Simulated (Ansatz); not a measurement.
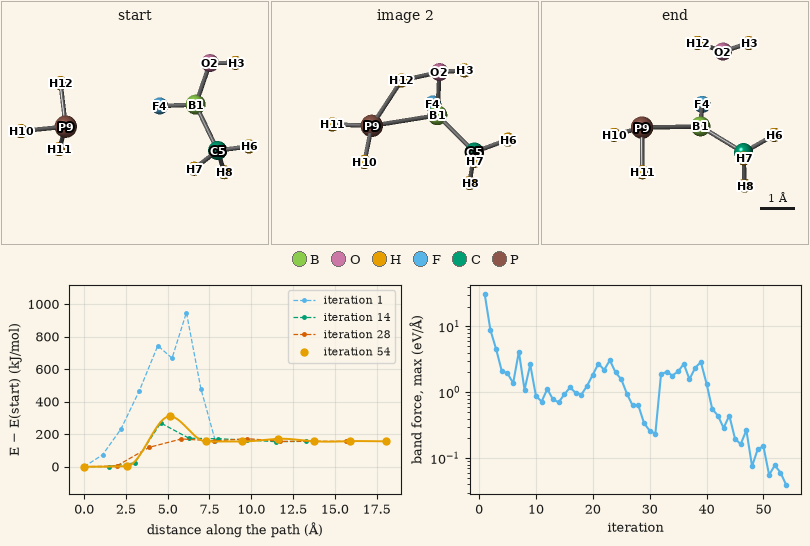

NEB run on CH7BFOP, made up at the start of CH4BFO and PH3. Images are numbered from 0 (start) to 8 (end). The plot follows the band through its iterations. The picture is a ball-and-stick view, seen face on.

Method: Ansatz, RHF/6-31G*. Settings: 7 movable images; climbing image; force threshold 0.05 eV/Å; iteration limit 60; starting path through a guess of the saddle point.

**How did the profile develop, and is the result final?**

The run is converged, with reservations. The band converged in 54 iterations. The largest component of the band force went from 31 to 0.039 eV/Å. The climbing image converged on the top of the path. Its vibrational analysis gives one imaginary mode (1934i cm⁻¹), as a transition state must have. The first iteration put the highest image at 948.5 kJ/mol. The highest point, image 2, lies 309.9 kJ/mol above the start and 153.9 kJ/mol above the end; the end is at +156.0 kJ/mol relative to the start.

Limits of the set-up: the start holds two separate molecules, 3.3 Å apart at their closest, whose relative position is a soft coordinate and is computed without a dispersion correction; Hartree-Fock leaves out electron correlation.

Cost: 12 min on 1 thread of Arm Neoverse V2, with other jobs on the host, peak memory 0.2 GiB.
